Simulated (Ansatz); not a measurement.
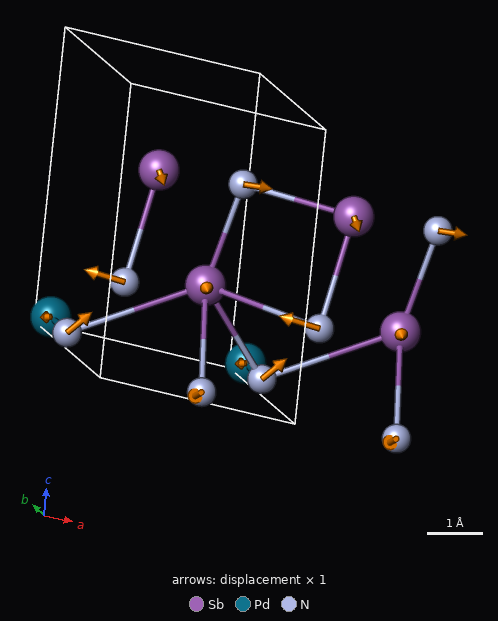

This is a relaxation of a crystal of Sb2PdN4 (built on the K2MgH4-139 type type). The starting structure is drawn; orange arrows show the displacements (the part carried along by the change of the cell is left out), at their true length.

Style: ball-and-stick. Shown: the cell of the calculation, reduced to other axes, repeated 2 × 1 × 1 with one cell outlined, slightly off an axis. Lengths and directions refer to the drawn axes.

Case: shaken.

All numbers below come from Ansatz 0.2.0, DFT, PBEsol, plane waves, PAW.

The input:
```yaml
crystal:
  lattice:
    - [-1.9912083748, 2.0230457722, 5.807437635]
    - [1.8979312084, -1.9094245858, 5.7367617603]
    - [2.0010636061, 1.9192798172, -5.7686249687]
  atoms:
    - { symbol: Sb, position: [0.6684411205, 0.6154477738, -0.0261728403] }
    - { symbol: Sb, position: [0.3308682828, 0.4215935226, 0.051358591] }
    - { symbol: Pd, position: [0.0229227794, 0.0423343478, 0.0959254324] }
    - { symbol: "N", position: [-0.041504355, 0.5047024923, 0.4896777853] }
    - { symbol: "N", position: [0.4253348957, -0.0276464807, 0.4430225525] }
    - { symbol: "N", position: [0.9064806914, 0.7835276363, 0.0136014267] }
    - { symbol: "N", position: [0.2120580627, 0.2503407713, 0.1100996077] }
kpoints:
  mp_grid: { grid: [6, 6, 6] }
hamiltonian:
  xc: pbesol
scf:
  occupations: { method: fermi_dirac, width: 0.05 }
relax:
  f_tol: 0.01
  cell: {}
  max_steps: 120
```

Launched with:
```bash
ansatz run input.yaml --threads 4 --pin off --max-ram 4608MiB --backend cpu --events-out ev --progress --plain --runs-dir out
```

Q: Atoms of which element are displaced furthest, and by how much?

A: Nitrogen: up to 0.82 Å, against 0.33 Å for antimony.

Q: What happened in the run?

A: The largest move relative to the cell is that of N6, 0.82 Å roughly along −a. By element the largest moves are N 0.82 Å, Sb 0.33 Å, Pd 0.26 Å. Cell: a 3.899 → 3.989 Å (+2.3 %), b 3.943 → 3.932 Å (−0.3 %), c 6.337 → 6.293 Å (−0.7 %), α 107.0° → 103.9°, β 106.9° → 104.8°, γ 90.3° → 93.6°. Volume +3.5 %. Near-neighbour distances that change, for instance: Sb2–N4 2.535 → 3.352 Å, Sb2–N6 2.748 → 2.109 Å, Sb1–N5 2.734 → 3.278 Å, Sb1–N4 2.640 → 2.155 Å. Bonds break, among them: Sb2–N4 (2.54 → 3.35 Å). Among the angles between lasting bonds that change: Sb1–N6–Pd3 161.2° → 121.0°, N5–Sb2–N7 130.7° → 98.2°, Sb2–N7–Pd3 173.7° → 144.3°. The space group stays P1 (No. 1). The energy falls by 601 meV per atom in 18 accepted moves (23 points after the start). Largest force component: 11 eV/Å at the start, 0.0037 eV/Å at the end. Pressure: 22.88 GPa at the start and −0.01 GPa at the end. The line search rejected the trial steps at points 4, 9, 14 of the run. The SCF was repeated twice at an unchanged geometry on a basis and grid sized afresh for the cell, which shifted the energy by 2.2 meV per atom at most.
